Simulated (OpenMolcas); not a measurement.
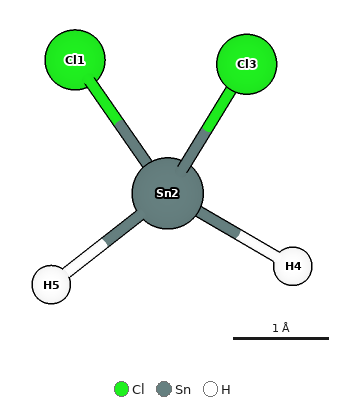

Fig. 1: The structure as given in the input (ball-and-stick view, seen at a tilt; atoms are numbered from 1 in the order of the input). Sticks mark near contacts. Bond lengths as drawn: Cl–Sn 2.32 Å and H–Sn 1.70 Å.

**Run report: SnH₂Cl₂, energy and gradient calculation**

The run: energy and gradient calculation of SnH₂Cl₂, SMILES [Cl][SnH2][Cl]. Method and program: HF/STO-3G, RHF (OpenMolcas 26.06).

The geometry comes from this level: PBE0-D4/def2-TZVP.

## Input file
```
&GATEWAY
BASLIB
$CurrDir
COORD
5
angstrom
Cl      -1.795300      -0.326200       1.206500
Sn       0.192400      -0.102900       0.038600
Cl      -0.250400       1.295500      -1.753900
H        0.602200      -1.626300      -0.582100
H        1.301000       0.686300       1.049400
BASIS
STO-3G
GROUP
NoSym
&SEWARD
&SCF
THRESHOLDS
1e-10 1e-07 1e-07 1e-05
PRORBITALS
0
&ALASKA
```

Hardware: 1 thread of Arm Neoverse V2, 24 GiB of memory available, shared host.

Launched with:
```bash
export MOLCAS_MEM=1860
pymolcas calc.input > calc.log
```

## Log
```
--- Start Module: gateway ---

                                              &GATEWAY

                       available to each process: 1.9 GB of memory, 1 thread

 Basis Set     1 Label: CL.STO-3G
 Basis set is read from library:.
 basistype.tbl is not found

 Basis Set     2 Label: SN.STO-3G
 Basis set is read from library:.
 basistype.tbl is not found

 Basis Set     3 Label: CL.STO-3G
 Basis set is read from library:.
 basistype.tbl is not found

 Basis Set     4 Label: H.STO-3G
 Basis set is read from library:.
 basistype.tbl is not found

++    Symmetry information:
      ---------------------

                    Character Table for C1

                             E
                    a        1  x, y, xy, Rz, z, xz, Ry, yz, Rx, I
--

++    Basis set information:
      ----------------------

      Basis set label: CL.STO-3G.........

      Electronic valence basis set:
      ------------------
      Associated Effective Charge  17.000000 au
      Associated Actual Charge     17.000000 au
      Nuclear Model: Point charge

      Shell  nPrim  nBasis  Cartesian Spherical Contaminant
         s       9       3        X
         p       6       2        X

      Basis set label: SN.STO-3G.........

      Electronic valence basis set:
      ------------------
      Associated Effective Charge  50.000000 au
      Associated Actual Charge     50.000000 au
      Nuclear Model: Point charge

      Shell  nPrim  nBasis  Cartesian Spherical Contaminant
         s      15       5        X
         p      12       4        X
         d       6       2                 X

      Basis set label: CL.STO-3G.........

      Electronic valence basis set:
      ------------------
      Associated Effective Charge  17.000000 au
      Associated Actual Charge     17.000000 au
      Nuclear Model: Point charge

      Shell  nPrim  nBasis  Cartesian Spherical Contaminant
         s       9       3        X
         p       6       2        X

      Basis set label: H.STO-3G.........

      Electronic valence basis set:
      ------------------
      Associated Effective Charge   1.000000 au
      Associated Actual Charge      1.000000 au
      Nuclear Model: Point charge

      Shell  nPrim  nBasis  Cartesian Spherical Contaminant
         s       3       1        X
--

++    Molecular structure info:
      -------------------------

                    ************************************************
                    **** Cartesian Coordinates / bohr, angstrom ****
                    ************************************************

     Center  Label                x              y              z                     x              y              z
        1      CL1             -3.392625      -0.616429       2.279955             -1.795300      -0.326200       1.206500
        2      SN2              0.363583      -0.194453       0.072943              0.192400      -0.102900       0.038600
        3      CL3             -0.473187       2.448140      -3.314391             -0.250400       1.295500      -1.753900
        4      H4               1.137993      -3.073262      -1.100010              0.602200      -1.626300      -0.582100
        5      H5               2.458534       1.296919       1.983079              1.301000       0.686300       1.049400

                    ***************************************
                    *    InterNuclear Distances / bohr    *
                    ***************************************

               1 CL1           2 SN2           3 CL3           4 H4            5 H5
    1 CL1      0.000000
    2 SN2      4.376993        0.000000
    3 CL3      7.015084        4.376930        0.000000
    4 H4       6.163334        3.203603        6.163219        0.000000
    5 H5       6.163205        3.203377        6.163074        5.508878        0.000000

                    *******************************************
                    *    InterNuclear Distances / angstrom    *
                    *******************************************

               1 CL1           2 SN2           3 CL3           4 H4            5 H5
    1 CL1      0.000000
    2 SN2      2.316205        0.000000
    3 CL3      3.712222        2.316172        0.000000
    4 H4       3.261496        1.695273        3.261435        0.000000
    5 H5       3.261428        1.695154        3.261358        2.915173        0.000000
--

            Nuclear Potential Energy            472.02495340 au

--- Stop Module: gateway /rc=_RC_ALL_IS_WELL_ ---

--- Start Module: seward ---

                                              &SEWARD

                       available to each process: 1.9 GB of memory, 1 thread

               SEWARD will generate:
                  Multipole Moment integrals up to order  2
                  Kinetic Energy integrals
                  Nuclear Attraction integrals (point charge)
                  One-Electron Hamiltonian integrals
                  Velocity integrals
                  Orbital angular momentum around ( -0.4585   0.2030  -0.1383 )
                  Velocity quadrupole around ( -0.4585   0.2030  -0.1383 )
                  Two-Electron Repulsion integrals

                   Integrals are discarded if absolute value <: 1.00E-14
                   Integral cutoff threshold is set to       <: 1.00E-16

            Nuclear Potential Energy            472.02495340 au

      Basis set specifications :
      Symmetry species         a
      Basis functions           47

--- Stop Module: seward /rc=_RC_ALL_IS_WELL_ ---

--- Start Module: scf ---

                                                &SCF

                       available to each process: 1.9 GB of memory, 1 thread

++    Input section:
      --------------

      Header of the integral files:

      Cartesian coordinates in angstrom:
      -----------------------------------------------------
      No.  Label        X            Y            Z
      -----------------------------------------------------
       1   CL1       -1.79530000  -0.32620000   1.20650000
       2   SN2        0.19240000  -0.10290000   0.03860000
       3   CL3       -0.25040000   1.29550000  -1.75390000
       4   H4         0.60220000  -1.62630000  -0.58210000
       5   H5         1.30100000   0.68630000   1.04940000
      -----------------------------------------------------
      Nuclear repulsion energy =  472.02495340
--

++    Orbital specifications:
      -----------------------

      Symmetry species               1
                                     a
      Frozen orbitals                0
      Occupied orbitals             43
      Secondary orbitals             4
      Deleted orbitals               0
      Total number of orbitals      47
      Number of basis functions     47
--

      Molecular charge                           0.000

++    Optimization specifications:
      ----------------------------

      SCF Algorithm: Conventional
      Minimized density differences are used
      Number of density matrices in core                 5
      Maximum number of NDDO SCF iterations            400
      Maximum number of HF SCF iterations              400
      Threshold for SCF energy change             1.00E-10
      Threshold for density matrix                1.00E-07
      Threshold for Fock matrix                   1.00E-07
      Threshold for linear dependence             1.00E-09
      Threshold at which DIIS is turned on        1.50E-01
      Maximum depth in the DIIS procedure                5
      Maximum depth in the BFGS Hessian update          30
      Threshold at which QNR/C2DIIS is turned on  7.50E-02
      Threshold for Norm(delta) (QNR/C2DIIS)      1.00E-05
      All orbitals punched on: SCFORB
--

      Input vectors read from INPORB
      Orbital file label: *Guess orbitals

++ Convergence information
                                   SCF        iterations: Energy and convergence statistics

Iter     Tot. SCF        One-elec.       Two-elec.     Energy      Max Dij or  Max Fij      DNorm      TNorm      AccCon     Time
         Energy          Energy          Energy        Change      Delta Norm                                                in Sec.

 The total and one-electron energies are shifted by a value of      6000. a.u.

   1  -873.623567435 -4444.632641938  3098.984121099   0.00E+00    2.51E-01*   4.39E-01*    1.78E+01   6.10E+02   None         0.
   2  -873.769777268 -4447.539280047  3101.744549375  -1.46E-01*   2.86E-02*   2.08E-02*    1.40E+00   6.10E+02   EDIIS        0.
   3  -873.773380768 -4447.382305118  3101.583970946  -3.60E-03*   2.72E-03*   7.26E-03*    1.58E-01   6.10E+02   c2DIIS       0.
   4  -873.773652238 -4447.283881075  3101.485275433  -2.71E-04*   9.77E-04*   3.95E-04*    1.36E-02   6.10E+02   QNRc2DIIS    0.
   5  -873.773654485 -4447.282448954  3101.483841066  -2.25E-06*   4.91E-04*   1.16E-04*    1.34E-03   6.10E+02   QNRc2DIIS    0.
   6  -873.773654753 -4447.280682774  3101.482074617  -2.68E-07*   1.88E-05*   8.24E-06*    1.95E-04   6.10E+02   QNRc2DIIS    0.
   7  -873.773654753 -4447.280720050  3101.482111893  -6.09E-10*   4.35E-06    6.99E-07*    6.59E-05   6.10E+02   QNRc2DIIS    0.
   8  -873.773654753 -4447.280746961  3101.482138804  -1.82E-12    2.44E-06    1.24E-06*    3.54E-04   6.10E+02   QNRc2DIIS    0.
   9  -873.773654754 -4447.280743804  3101.482135647  -1.36E-11    1.34E-07    5.83E-08     2.46E-02   6.10E+02   QNRc2DIIS    0.

       Convergence after   9 Iterations
--

 *****************************************************************************************************************************
 *                                             SCF/KS-DFT Program, Final results                                             *
 *                                                       Final Results                                                       *
 *****************************************************************************************************************************

::    Total SCF energy                              -6873.7736547535
      One-electron energy                          -10447.2807438044
      Two-electron energy                            3101.4821356469
      Nuclear repulsion energy                        472.0249534040
      Kinetic energy (interpolated)                  6856.1073944645
      Virial theorem                                    1.0025767187
      Total spin, S(S+1)                                0.0000000000
      Total spin, S                                     0.0000000000
      Max non-diagonal density matrix element           0.0000002056
      Max non-diagonal Fock matrix element              0.0000000275

      No orbitals printed

++    Molecular charges:
      ------------------

      Mulliken charges per centre
      ---------------------------

                CL1     SN2     CL3     H4      H5
      Total   17.4307 48.8511 17.4307  1.1437  1.1437

      N-E     -0.4307  1.1489 -0.4307 -0.1437 -0.1437

      Total electronic charge=   86.000000

      Total            charge=   -0.000000
--

++    Molecular properties:
      ---------------------

      Charge (e):
                      =   -0.0000
      Dipole Moment (debye):
      Origin of the operator (angstrom)=   -0.2426    0.1074   -0.0732
                   X=  3.4722E+00               Y= -1.6788E+00               Z=  8.9240E-01           Total=  3.9586E+00
      Quadrupole Moment (debye*angstrom):
      Origin of the operator (angstrom)=   -0.2426    0.1074   -0.0732
                  XX= -5.1797E+01              XY= -1.3091E+00              XZ=  3.2632E+00              YY= -5.0919E+01
                  YZ=  3.9754E+00              ZZ= -5.5543E+01
      In traceless form (debye*angstrom)
                  XX=  1.4345E+00              XY= -1.9637E+00              XZ=  4.8947E+00              YY=  2.7505E+00
                  YZ=  5.9631E+00              ZZ= -4.1850E+00
--

--- Stop Module: scf /rc=_RC_ALL_IS_WELL_ ---

--- Start Module: alaska ---

                                              &ALASKA

                       available to each process: 1.9 GB of memory, 1 thread

                     Threshold for contributions to the gradient: 1.000E-07

                    ********************************************
                    * Symmetry Adapted Cartesian Displacements *
                    ********************************************

           Irreducible representation : a
           Basis function(s) of irrep: x, y, xy, Rz, z, xz, Ry, yz, Rx, I

 Basis Label        Type   Center Phase
   1   CL1          x         1     1
   2   CL1          y         1     1
   3   CL1          z         1     1
   4   SN2          x         2     1
   5   SN2          y         2     1
   6   SN2          z         2     1
   7   CL3          x         3     1
   8   CL3          y         3     1
   9   CL3          z         3     1
  10   H4           x         4     1
  11   H4           y         4     1
  12   H4           z         4     1
  13   H5           x         5     1
  14   H5           y         5     1
  15   H5           z         5     1

                     No automatic utilization of translational and rotational invariance of the energy is employed.

 Conventional ERI gradients!

 **************************************************
 *              Molecular gradients               *
 **************************************************

  Irreducible representation: a
 ------------------------------------------------------------------------------------------
                              X                       Y                       Z
 ------------------------------------------------------------------------------------------
  CL1              -1.08357792387892E-03   -1.28990611449886E-04    6.46664635468142E-04
  SN2              -1.58501980720231E-02    7.69687090757998E-03   -4.06236450600517E-03
  CL3              -2.28414417070333E-04    7.56897000879775E-04   -9.75066203331210E-04
  H4                3.71384797601015E-03   -2.03003916247297E-02   -9.18479621359136E-03
  H5                1.34483424369272E-02    1.19756143277909E-02    1.35755622874818E-02
 ------------------------------------------------------------------------------------------

--- Stop Module: alaska /rc=_RC_ALL_IS_WELL_ ---
--- Module alaska spent 1 second ---

.##################.
.# Happy landing! #.
.##################.

    Timing: Wall=2.84 User=2.19 System=0.43
```

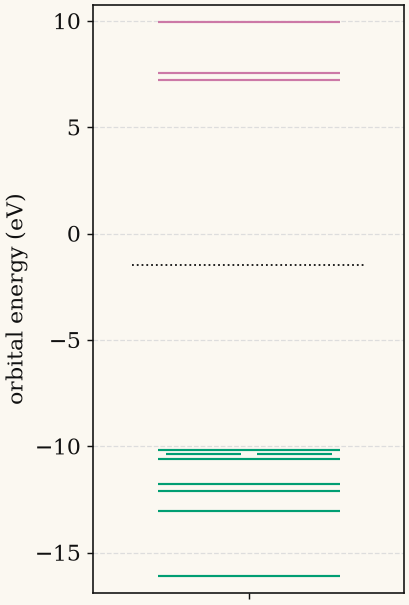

Fig. 2: Orbital energies near the frontier; the dotted line parts filled from empty levels, and levels within 0.02 eV of each other stand side by side. Highest filled −10.19 eV, lowest empty 7.24 eV, 17.43 eV apart.

## Summary

- outcome: converged
- total energy: −6873.773655 hartree
- basis functions: 47
- largest force: 1.162 eV/Å
- HOMO: −10.19 eV
- LUMO: 7.24 eV
- dipole moment: 3.96 debye
- wall time: 3.3 s
- peak memory: 0.38 GiB
